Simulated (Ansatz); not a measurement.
# C2H9InSi: up Jacob's ladder to CCSD(T)

Aim: compute C2H9InSi with functionals from several rungs and with coupled cluster. The yardstick is the atomisation energy at the CCSD(T) limit.

Program: Ansatz 0.2.0, Gaussian basis. Level of theory: functionals in def2-TZVPP, the program's frozen cores in correlated methods. These are calculated values, not measurements.

Levels to be run: LDA (SPW92), PBE-D4, revPBE-D4, BLYP-D4, r2SCAN-D4, B97M-V, PBE0-D4, B3LYP-D4, r2SCANh-D4, r2SCAN0-D4, HSE06-D4, BHLYP-D4, CAM-B3LYP-D4, LC-ωPBE, ωB97X-V, ωB97M-V, B2PLYP, PBE-QIDH; CCSD(T)/def2-SVP; CCSD(T)/def2-TZVPP; MP2/def2-QZVPP; extrapolation to the limit; RPA on PBE.

## (1) Structure used throughout

All runs share one geometry, relaxed beforehand with PBE0-D4 in a triple-zeta def2 set. In takes the def2 core potential; no spin-orbit term is included.

13 atoms, charge 0, spin multiplicity 1.

Atoms are counted from 1 here; the program's logs count them from 0.

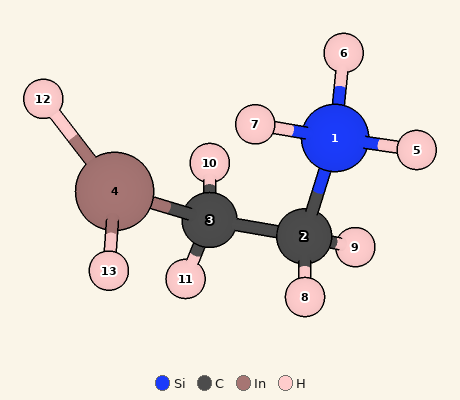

The geometry (silicon blue, carbon dark grey, indium brown, hydrogen pink); atoms are numbered from 1 in the order of the file.

## (2) LDA

This LDA is Slater exchange with PW92 correlation.

in.yaml

```yaml
crystal:
  periodic: [false, false, false]
  atoms:
    - {symbol: Si, position_ang: [-1.186275, 0.678644, 0.903927]}
    - {symbol: C, position_ang: [-0.685323, -0.986044, 0.221369]}
    - {symbol: C, position_ang: [0.828901, -0.977820, -0.015539]}
    - {symbol: In, position_ang: [1.374935, 0.732216, -1.261238]}
    - {symbol: H, position_ang: [-2.647555, 0.948794, 0.945837]}
    - {symbol: H, position_ang: [-0.596851, 0.931193, 2.244996]}
    - {symbol: H, position_ang: [-0.564784, 1.699070, -0.024092]}
    - {symbol: H, position_ang: [-1.225294, -1.134358, -0.720715]}
    - {symbol: H, position_ang: [-1.004828, -1.793961, 0.891166]}
    - {symbol: H, position_ang: [1.371628, -0.916256, 0.931054]}
    - {symbol: H, position_ang: [1.156254, -1.897392, -0.509997]}
    - {symbol: H, position_ang: [2.634370, 1.833080, -0.831417]}
    - {symbol: H, position_ang: [0.544812, 0.882814, -2.775350]}
basis:
  gaussian: {orbitals: def2-TZVPP}
hamiltonian: {xc: lda}
output: {orbitals: {seedname: orbitals}}
```

Launch:

```
$ ansatz run in.yaml --threads 4 --pin off --events-out ev --progress --plain --max-ram 10444MiB
```

Output, cut to the lines that bear on the results:

```text
Functional definition: SPW92
  name "SPW92"
  cite "Dirac, Proc. Camb. Phil. Soc. 26, 376 (1930) doi:10.1017/S0305004100016108"
  cite "Slater, Phys. Rev. 81, 385 (1951) doi:10.1103/PhysRev.81.385"
  cite "Perdew & Wang, Phys. Rev. B 45, 13244 (1992) doi:10.1103/PhysRevB.45.13244"
[...]
1567 factors; their error is unknown
[...]
mean field -15210.37403333 eV, -558.9709357630 hartree, gradient 5.3e-5 eV, S^2 0.000000; 0 other end points of the search recorded, 0 dependent functions left out
reference -15210.37409483 eV, -558.9709380232 hartree; 28, 28 occupied and 252, 252 virtual orbitals, 1567 factors
Total energy: -15210.37409483 eV, -558.9709380232 hartree
```

It took 2.3 s on 4 threads of Arm Neoverse V1, shared host; peak memory 0.4 GiB.

With the free atoms at this level, -15162.951 eV in sum, the atomisation energy is 1093.6 kcal/mol. HOMO -6.08 eV, LUMO -2.29 eV.

## (3) PBE-D4 (GGA)

in.yaml, as its differences from that of step 2:

```diff
@@ -18,3 +18,3 @@
   gaussian: {orbitals: def2-TZVPP}
-hamiltonian: {xc: lda}
-output: {orbitals: {seedname: orbitals}}
+hamiltonian: {xc: pbe, dispersion: d4}
+output: {forces: true, orbitals: {seedname: orbitals}}
```

The command is unchanged.

Output, cut to the lines that bear on the results:

```text
Functional definition: PBE
  name "PBE"
  cite "Perdew, Burke & Ernzerhof, Phys. Rev. Lett. 77, 3865 (1996) doi:10.1103/PhysRevLett.77.3865"
  parent pbe
[...]
1567 factors; their error is unknown
[...]
mean field -15264.84151567 eV, -560.9725788198 hartree, gradient 2.9e-5 eV, S^2 0.000000; 0 other end points of the search recorded, 0 dependent functions left out
[...]
Atom 9 at     1.371628    -0.916256     0.931054 Å, force     0.116736     0.022202     0.169285 eV/Å
Atom 10 at     1.156254    -1.897392    -0.509997 Å, force     0.077784    -0.169610    -0.107435 eV/Å
Atom 11 at     2.634370     1.833080    -0.831417 Å, force     0.099579     0.088167     0.030397 eV/Å
Atom 12 at     0.544812     0.882814    -2.775350 Å, force    -0.066781     0.009609    -0.113611 eV/Å
Dipole moment:    -0.121135    -0.278305     0.154025 e Å
```

It took 3.8 s on 4 threads of Arm Neoverse V1, shared host; peak memory 0.41 GiB.

Atomisation energy: 975.8 kcal/mol (free atoms -15222.831 eV, run apart). HOMO -5.95 eV, LUMO -2.00 eV.

## (4) revPBE-D4 (GGA)

in.yaml, as its differences from that of step 3:

```diff
@@ -18,3 +18,3 @@
   gaussian: {orbitals: def2-TZVPP}
-hamiltonian: {xc: pbe, dispersion: d4}
-output: {forces: true, orbitals: {seedname: orbitals}}
+hamiltonian: {xc: {name: revPBE}, dispersion: d4}
+output: {orbitals: {seedname: orbitals}}
```

Launched as before.

Output, cut to the lines that bear on the results:

```text
Functional definition: revPBE
  name "revPBE"
  cite "Zhang & Yang, Phys. Rev. Lett. 80, 890 (1998) doi:10.1103/PhysRevLett.80.890"
  cite "Perdew, Burke & Ernzerhof, Phys. Rev. Lett. 77, 3865 (1996) doi:10.1103/PhysRevLett.77.3865"
[...]
1567 factors; their error is unknown
[...]
mean field -15271.31667849 eV, -561.2105366642 hartree, gradient 4.2e-5 eV, S^2 0.000000; 0 other end points of the search recorded, 0 dependent functions left out
reference -15271.31676202 eV, -561.2105397338 hartree; 28, 28 occupied and 252, 252 virtual orbitals, 1567 factors
Total energy: -15272.16835204 eV, -561.2418350899 hartree
```

Run time: 3.5 s. Hardware: 4 threads of Arm Neoverse V1, shared host; peak memory 0.41 GiB.

Atomisation energy: 958.5 kcal/mol (free atoms -15230.603 eV, run apart). HOMO -5.90 eV, LUMO -1.87 eV.

## (5) BLYP-D4 (GGA)

in.yaml, as its differences from that of step 4:

```diff
@@ -18,3 +18,3 @@
   gaussian: {orbitals: def2-TZVPP}
-hamiltonian: {xc: {name: revPBE}, dispersion: d4}
+hamiltonian: {xc: {name: BLYP}, dispersion: d4}
 output: {orbitals: {seedname: orbitals}}
```

Same command.

Output, cut to the lines that bear on the results:

```text
Functional definition: BLYP
  name "BLYP"
  cite "Becke, Phys. Rev. A 38, 3098 (1988) doi:10.1103/PhysRevA.38.3098"
  cite "Lee, Yang & Parr, Phys. Rev. B 37, 785 (1988) doi:10.1103/PhysRevB.37.785"
[...]
1567 factors; their error is unknown
[...]
mean field -15269.33428770 eV, -561.1376851463 hartree, gradient 4.5e-5 eV, S^2 0.000000; 0 other end points of the search recorded, 0 dependent functions left out
reference -15269.33475071 eV, -561.1377021617 hartree; 28, 28 occupied and 252, 252 virtual orbitals, 1567 factors
Total energy: -15269.98886668 eV, -561.1617404804 hartree
```

Wall time 4.2 s (4 threads of Arm Neoverse V1, shared host); peak memory 0.4 GiB.

With the free atoms at this level, -15228.293 eV in sum, the atomisation energy is 961.5 kcal/mol. HOMO -5.82 eV, LUMO -1.92 eV.

## (6) r2SCAN-D4 (meta-GGA)

in.yaml, as its differences from that of step 5:

```diff
@@ -18,3 +18,3 @@
   gaussian: {orbitals: def2-TZVPP}
-hamiltonian: {xc: {name: BLYP}, dispersion: d4}
-output: {orbitals: {seedname: orbitals}}
+hamiltonian: {xc: r2scan, dispersion: d4}
+output: {forces: true, orbitals: {seedname: orbitals}}
```

Launched as before.

Output:

```text
Functional definition: r2SCAN
  name "r2SCAN"
  cite "Furness, Kaplan, Ning, Perdew & Sun, J. Phys. Chem. Lett. 11, 8208 (2020) doi:10.1021/acs.jpclett.0c02405"
  cite "Furness, Kaplan, Ning, Perdew & Sun, J. Phys. Chem. Lett. 11, 9248 (2020) doi:10.1021/acs.jpclett.0c03077"
  parent r2scan
  parameter k0 = 0.174
  parameter k1 = 0.065
  parameter a1 = 4.9479
  exchange = r2scan_x(k0 = k0, k1 = k1, a1 = a1)
  correlation = r2scan_c
1567 factors; their error is unknown
mean field evaluation 1: about -15259.7154 eV, gradient 7.1e1 eV
mean field evaluation 2: about -15196.8088 eV, gradient 1.5e2 eV
mean field evaluation 4: about -15272.0874 eV, gradient 6.1e0 eV
mean field evaluation 8: about -15272.1843 eV, gradient 1.1e-1 eV
mean field evaluation 16: about -15272.1471 eV, gradient 9.1e-3 eV
mean field -15272.14710656 eV, -561.2410543328 hartree, gradient 5.5e-5 eV, S^2 0.000000; 0 other end points of the search recorded, 0 dependent functions left out
the calculation of the forces begins
reference -15272.14712662 eV, -561.2410550702 hartree; 28, 28 occupied and 252, 252 virtual orbitals, 1567 factors
Total energy: -15272.22067789 eV, -561.2437580296 hartree
Atom 0 at    -1.186275     0.678644     0.903927 Å, force    -0.023776     0.052562     0.018847 eV/Å
Atom 1 at    -0.685323    -0.986044     0.221369 Å, force    -0.131753     0.024605     0.007577 eV/Å
Atom 2 at     0.828901    -0.977820    -0.015539 Å, force     0.138917    -0.056807     0.010495 eV/Å
Atom 3 at     1.374935     0.732216    -1.261238 Å, force    -0.004171     0.076041    -0.034762 eV/Å
Atom 4 at    -2.647555     0.948794     0.945837 Å, force     0.024497    -0.002920     0.003331 eV/Å
Atom 5 at    -0.596851     0.931193     2.244996 Å, force    -0.006752    -0.006469    -0.028169 eV/Å
Atom 6 at    -0.564784     1.699070    -0.024092 Å, force     0.008698    -0.028919     0.008315 eV/Å
Atom 7 at    -1.225294    -1.134358    -0.720715 Å, force     0.003590    -0.012869     0.003249 eV/Å
Atom 8 at    -1.004828    -1.793961     0.891166 Å, force    -0.004609    -0.012761    -0.005504 eV/Å
Atom 9 at     1.371628    -0.916256     0.931054 Å, force    -0.002576    -0.002970    -0.003351 eV/Å
Atom 10 at     1.156254    -1.897392    -0.509997 Å, force     0.006209    -0.003765     0.002202 eV/Å
Atom 11 at     2.634370     1.833080    -0.831417 Å, force    -0.022737    -0.019064    -0.009131 eV/Å
Atom 12 at     0.544812     0.882814    -2.775350 Å, force     0.014463    -0.006664     0.026899 eV/Å
Dipole moment:    -0.121302    -0.272942     0.153161 e Å
```

Wall time 7.5 s (4 threads of Arm Neoverse V1, shared host); peak memory 0.44 GiB.

Atomisation energy: 976.3 kcal/mol (free atoms -15229.884 eV, run apart). HOMO -6.15 eV, LUMO -1.70 eV.

## (7) B97M-V (meta-GGA)

in.yaml, as its differences from that of step 6:

```diff
@@ -18,3 +18,3 @@
   gaussian: {orbitals: def2-TZVPP}
-hamiltonian: {xc: r2scan, dispersion: d4}
-output: {forces: true, orbitals: {seedname: orbitals}}
+hamiltonian: {xc: {name: B97M-V}}
+output: {orbitals: {seedname: orbitals}}
```

The command is unchanged.

Output, cut to the lines that bear on the results:

```text
Functional definition: B97M-V
  name "B97M-V"
  cite "Mardirossian & Head-Gordon, J. Chem. Phys. 142, 074111 (2015) doi:10.1063/1.4907719"
  cite "Becke, J. Chem. Phys. 107, 8554 (1997) doi:10.1063/1.475007"
  cite "Vydrov & Van Voorhis, J. Chem. Phys. 133, 244103 (2010) doi:10.1063/1.3521275"
  # Of w^i u^j: cxij and so on, Table III.
[...]
  gx(w, u) = cx00 + cx01*u + cx02*u^2 + (cx10 + cx11*u)*w
[...]
  gos(w, u) = cos00 + cos01*u + cos03*u^3 + cos10*w + cos32*w^3*u^2
[...]
      + integral(e_c_pw_mod_opposite_spin*gos(b97_w_opposite, b97_u_opposite)) + vv10(b, c)
1567 factors; their error is unknown
[...]
mean field -15270.66750164 eV, -561.1866798552 hartree, gradient 3.8e-5 eV, S^2 0.000000; 0 other end points of the search recorded, 0 dependent functions left out
reference -15270.66759589 eV, -561.1866833186 hartree; 28, 28 occupied and 252, 252 virtual orbitals, 1567 factors
Total energy: -15270.66759589 eV, -561.1866833186 hartree
```

Wall time 14 s (4 threads of Arm Neoverse V1, shared host); peak memory 0.52 GiB.

Atomisation energy: 981.6 kcal/mol (free atoms -15228.103 eV, run apart). HOMO -6.25 eV, LUMO -1.94 eV.

## (8) PBE0-D4 (hybrid)

in.yaml, as its differences from that of step 7:

```diff
@@ -18,3 +18,3 @@
   gaussian: {orbitals: def2-TZVPP}
-hamiltonian: {xc: {name: B97M-V}}
+hamiltonian: {xc: pbe0, dispersion: d4}
 output: {orbitals: {seedname: orbitals}}
```

Launched as before.

Output, cut to the lines that bear on the results:

```text
Functional definition: PBE0
  name "PBE0"
  cite "Adamo & Barone, J. Chem. Phys. 110, 6158 (1999) doi:10.1063/1.478522"
  cite "Perdew, Burke & Ernzerhof, Phys. Rev. Lett. 77, 3865 (1996) doi:10.1103/PhysRevLett.77.3865"
  parent pbe
[...]
1663 factors; their error is unknown
[...]
mean field -15266.21128390 eV, -561.0229168736 hartree, gradient 4.1e-5 eV, S^2 0.000000; 0 other end points of the search recorded, 0 dependent functions left out
reference -15266.21133219 eV, -561.0229186481 hartree; 28, 28 occupied and 252, 252 virtual orbitals, 1663 factors
Total energy: -15266.46937726 eV, -561.0324016298 hartree
```

Wall time 7.5 s (4 threads of Arm Neoverse V1, shared host); peak memory 0.81 GiB.

With the free atoms at this level, -15224.322 eV in sum, the atomisation energy is 971.9 kcal/mol. HOMO -7.05 eV, LUMO -1.25 eV.

## (9) B3LYP-D4 (hybrid)

B3LYP here takes the VWN-RPA correlation.

in.yaml, as its differences from that of step 8:

```diff
@@ -18,3 +18,3 @@
   gaussian: {orbitals: def2-TZVPP}
-hamiltonian: {xc: pbe0, dispersion: d4}
-output: {orbitals: {seedname: orbitals}}
+hamiltonian: {xc: {name: B3LYP}, dispersion: d4}
+output: {forces: true, orbitals: {seedname: orbitals}}
```

Same command.

Output, cut to the lines that bear on the results:

```text
Functional definition: B3LYP
  name "B3LYP"
  cite "Stephens, Devlin, Chabalowski & Frisch, J. Phys. Chem. 98, 11623 (1994) doi:10.1021/j100096a001"
  cite "Becke, Phys. Rev. A 38, 3098 (1988) doi:10.1103/PhysRevA.38.3098"
  cite "Lee, Yang & Parr, Phys. Rev. B 37, 785 (1988) doi:10.1103/PhysRevB.37.785"
  cite "Vosko, Wilk & Nusair, Can. J. Phys. 58, 1200 (1980) doi:10.1139/p80-159"
[...]
1647 factors; their error is unknown
[...]
Atom 9 at     1.371628    -0.916256     0.931054 Å, force    -0.028636    -0.013179    -0.064745 eV/Å
Atom 10 at     1.156254    -1.897392    -0.509997 Å, force    -0.009674     0.057838     0.035726 eV/Å
Atom 11 at     2.634370     1.833080    -0.831417 Å, force     0.045287     0.043653     0.011907 eV/Å
Atom 12 at     0.544812     0.882814    -2.775350 Å, force    -0.023936     0.007209    -0.053445 eV/Å
Dipole moment:    -0.122410    -0.266525     0.155204 e Å
```

It took 11 s on 4 threads of Arm Neoverse V1, shared host; peak memory 0.94 GiB.

Atomisation energy: 972.7 kcal/mol (free atoms -15233.398 eV, run apart). HOMO -6.86 eV, LUMO -1.49 eV.

## (10) r2SCANh-D4 (hybrid)

in.yaml, as its differences from that of step 9:

```diff
@@ -18,3 +18,3 @@
   gaussian: {orbitals: def2-TZVPP}
-hamiltonian: {xc: {name: B3LYP}, dispersion: d4}
-output: {forces: true, orbitals: {seedname: orbitals}}
+hamiltonian: {xc: {name: r2SCANh}, dispersion: d4}
+output: {orbitals: {seedname: orbitals}}
```

Launched as before.

Output, cut to the lines that bear on the results:

```text
Functional definition: r2SCANh
  name "r2SCANh"
  cite "Bursch, Neugebauer, Ehlert & Grimme, J. Chem. Phys. 156, 134105 (2022) doi:10.1063/5.0086040"
  cite "Furness, Kaplan, Ning, Perdew & Sun, J. Phys. Chem. Lett. 11, 8208 (2020) doi:10.1021/acs.jpclett.0c02405"
  cite "Furness, Kaplan, Ning, Perdew & Sun, J. Phys. Chem. Lett. 11, 9248 (2020) doi:10.1021/acs.jpclett.0c03077"
  parent r2scan
[...]
1567 factors; their error is unknown
[...]
mean field -15271.67299073 eV, -561.2236308976 hartree, gradient 1.2e-5 eV, S^2 0.000000; 0 other end points of the search recorded, 0 dependent functions left out
reference -15271.67300901 eV, -561.2236315693 hartree; 28, 28 occupied and 252, 252 virtual orbitals, 1567 factors
Total energy: -15271.75212083 eV, -561.2265388751 hartree
```

Run time: 8.5 s. Hardware: 4 threads of Arm Neoverse V1, shared host; peak memory 0.82 GiB.

With the free atoms at this level, -15229.523 eV in sum, the atomisation energy is 973.8 kcal/mol. HOMO -6.57 eV, LUMO -1.44 eV.

## (11) r2SCAN0-D4 (hybrid)

in.yaml, as its differences from that of step 10:

```diff
@@ -18,3 +18,3 @@
   gaussian: {orbitals: def2-TZVPP}
-hamiltonian: {xc: {name: r2SCANh}, dispersion: d4}
+hamiltonian: {xc: {name: r2SCAN0}, dispersion: d4}
 output: {orbitals: {seedname: orbitals}}
```

Launched as before.

Output, cut to the lines that bear on the results:

```text
Functional definition: r2SCAN0
  name "r2SCAN0"
  cite "Bursch, Neugebauer, Ehlert & Grimme, J. Chem. Phys. 156, 134105 (2022) doi:10.1063/5.0086040"
  cite "Furness, Kaplan, Ning, Perdew & Sun, J. Phys. Chem. Lett. 11, 8208 (2020) doi:10.1021/acs.jpclett.0c02405"
  cite "Furness, Kaplan, Ning, Perdew & Sun, J. Phys. Chem. Lett. 11, 9248 (2020) doi:10.1021/acs.jpclett.0c03077"
  parent r2scan
[...]
1663 factors; their error is unknown
[...]
mean field -15270.99686284 eV, -561.1987836559 hartree, gradient 5.5e-5 eV, S^2 0.000000; 0 other end points of the search recorded, 0 dependent functions left out
reference -15270.99687849 eV, -561.1987842312 hartree; 28, 28 occupied and 252, 252 virtual orbitals, 1663 factors
Total energy: -15271.08469620 eV, -561.2020114723 hartree
```

It took 9 s on 4 threads of Arm Neoverse V1, shared host; peak memory 0.84 GiB.

With the free atoms at this level, -15228.998 eV in sum, the atomisation energy is 970.5 kcal/mol. HOMO -7.19 eV, LUMO -1.07 eV.

## (12) HSE06-D4 (hybrid)

HSE06 is the plane-wave form, built on full-range PBE exchange.

in.yaml, as its differences from that of step 11:

```diff
@@ -18,3 +18,3 @@
   gaussian: {orbitals: def2-TZVPP}
-hamiltonian: {xc: {name: r2SCAN0}, dispersion: d4}
+hamiltonian: {xc: hse06, dispersion: d4}
 output: {orbitals: {seedname: orbitals}}
```

Launched as before.

Output, cut to the lines that bear on the results:

```text
Functional definition: HSE06
  name "HSE06"
  cite "Heyd, Scuseria & Ernzerhof, J. Chem. Phys. 118, 8207 (2003) doi:10.1063/1.1564060"
  cite "Krukau, Vydrov, Izmaylov & Scuseria, J. Chem. Phys. 125, 224106 (2006) doi:10.1063/1.2404663"
  cite "Heyd & Scuseria, J. Chem. Phys. 120, 7274 (2004) doi:10.1063/1.1668634"
  cite "Ernzerhof & Perdew, J. Chem. Phys. 109, 3313 (1998) doi:10.1063/1.476928"
[...]
1663 factors; their error is unknown
136 factors; integrals over basis functions are off by at most 4.8e-7 eV
[...]
mean field -15265.83006988 eV, -561.0089075169 hartree, gradient 4.7e-5 eV, S^2 0.000000; 0 other end points of the search recorded, 0 dependent functions left out
reference -15265.83013419 eV, -561.0089098801 hartree; 28, 28 occupied and 252, 252 virtual orbitals, 1663 factors
Total energy: -15266.07279128 eV, -561.0178273638 hartree
```

Run time: 6 s. Hardware: 4 threads of Arm Neoverse V1, shared host; peak memory 0.86 GiB.

With the free atoms at this level, -15223.916 eV in sum, the atomisation energy is 972.2 kcal/mol. HOMO -6.66 eV, LUMO -1.60 eV.

## (13) BHLYP-D4 (hybrid)

in.yaml, as its differences from that of step 12:

```diff
@@ -18,3 +18,3 @@
   gaussian: {orbitals: def2-TZVPP}
-hamiltonian: {xc: hse06, dispersion: d4}
+hamiltonian: {xc: {name: BHLYP}, dispersion: d4}
 output: {orbitals: {seedname: orbitals}}
```

The command is unchanged.

Output, cut to the lines that bear on the results:

```text
Functional definition: BHLYP
  name "BHLYP"
  cite "Becke, J. Chem. Phys. 98, 1372 (1993) doi:10.1063/1.464304"
  cite "Becke, Phys. Rev. A 38, 3098 (1988) doi:10.1103/PhysRevA.38.3098"
  cite "Lee, Yang & Parr, Phys. Rev. B 37, 785 (1988) doi:10.1103/PhysRevB.37.785"
[...]
1808 factors; their error is unknown
[...]
mean field -15268.70619999 eV, -561.1146033487 hartree, gradient 1.6e-5 eV, S^2 0.000000; 0 other end points of the search recorded, 0 dependent functions left out
reference -15268.70643213 eV, -561.1146118797 hartree; 28, 28 occupied and 252, 252 virtual orbitals, 1808 factors
Total energy: -15269.11310246 eV, -561.1295567389 hartree
```

It took 6 s on 4 threads of Arm Neoverse V1, shared host; peak memory 0.84 GiB.

With the free atoms at this level, -15227.475 eV in sum, the atomisation energy is 960.2 kcal/mol. HOMO -8.07 eV, LUMO -0.53 eV.

## (14) CAM-B3LYP-D4 (range-separated)

in.yaml, as its differences from that of step 13:

```diff
@@ -18,3 +18,3 @@
   gaussian: {orbitals: def2-TZVPP}
-hamiltonian: {xc: {name: BHLYP}, dispersion: d4}
+hamiltonian: {xc: {name: CAM-B3LYP}, dispersion: d4}
 output: {orbitals: {seedname: orbitals}}
```

Launched as before.

Output, cut to the lines that bear on the results:

```text
Functional definition: CAM-B3LYP
  name "CAM-B3LYP"
  cite "Yanai, Tew & Handy, Chem. Phys. Lett. 393, 51 (2004) doi:10.1016/j.cplett.2004.06.011"
  cite "Iikura, Tsuneda, Yanai & Hirao, J. Chem. Phys. 115, 3540 (2001) doi:10.1063/1.1383587"
  cite "Becke, Phys. Rev. A 38, 3098 (1988) doi:10.1103/PhysRevA.38.3098"
  cite "Lee, Yang & Parr, Phys. Rev. B 37, 785 (1988) doi:10.1103/PhysRevB.37.785"
[...]
  # Exact exchange under (alpha + beta erf(omega r))/r, Becke's under what is left of 1/r.
[...]
1647 factors; their error is unknown
450 factors; integrals over basis functions are off by at most 1.2e-5 eV
[...]
mean field -15270.57979462 eV, -561.1834566817 hartree, gradient 6.9e-5 eV, S^2 0.000000; 0 other end points of the search recorded, 0 dependent functions left out
reference -15270.57996332 eV, -561.1834628811 hartree; 28, 28 occupied and 252, 252 virtual orbitals, 1647 factors
Total energy: -15270.84495090 eV, -561.1932009951 hartree
```

Run time: 6 s. Hardware: 4 threads of Arm Neoverse V1, shared host; peak memory 0.95 GiB.

With the free atoms at this level, -15228.385 eV in sum, the atomisation energy is 979.1 kcal/mol. HOMO -8.34 eV, LUMO -0.41 eV.

## (15) LC-ωPBE (range-separated)

in.yaml, as its differences from that of step 14:

```diff
@@ -18,3 +18,3 @@
   gaussian: {orbitals: def2-TZVPP}
-hamiltonian: {xc: {name: CAM-B3LYP}, dispersion: d4}
+hamiltonian: {xc: {name: LC-wPBE}}
 output: {orbitals: {seedname: orbitals}}
```

The command is unchanged.

Output, cut to the lines that bear on the results:

```text
Functional definition: LC-wPBE
  name "LC-wPBE"
  cite "Vydrov & Scuseria, J. Chem. Phys. 125, 234109 (2006) doi:10.1063/1.2409292"
  cite "Heyd & Scuseria, J. Chem. Phys. 120, 7274 (2004) doi:10.1063/1.1668634"
  cite "Ernzerhof & Perdew, J. Chem. Phys. 109, 3313 (1998) doi:10.1063/1.476928"
  cite "Perdew, Burke & Ernzerhof, Phys. Rev. Lett. 77, 3865 (1996) doi:10.1103/PhysRevLett.77.3865"
  parent pbe
[...]
1567 factors; their error is unknown
562 factors; integrals over basis functions are off by at most 2.4e-5 eV
[...]
mean field -15269.59996533 eV, -561.1474486194 hartree, gradient 1.4e-5 eV, S^2 0.000000; 0 other end points of the search recorded, 0 dependent functions left out
reference -15269.59996534 eV, -561.1474486197 hartree; 28, 28 occupied and 252, 252 virtual orbitals, 1567 factors
Total energy: -15269.59996534 eV, -561.1474486197 hartree
```

Wall time 3.7 s (4 threads of Arm Neoverse V1, shared host); peak memory 0.62 GiB.

With the free atoms at this level, -15227.448 eV in sum, the atomisation energy is 972.0 kcal/mol. HOMO -9.65 eV, LUMO 0.66 eV.

[end of part 1 of 2]
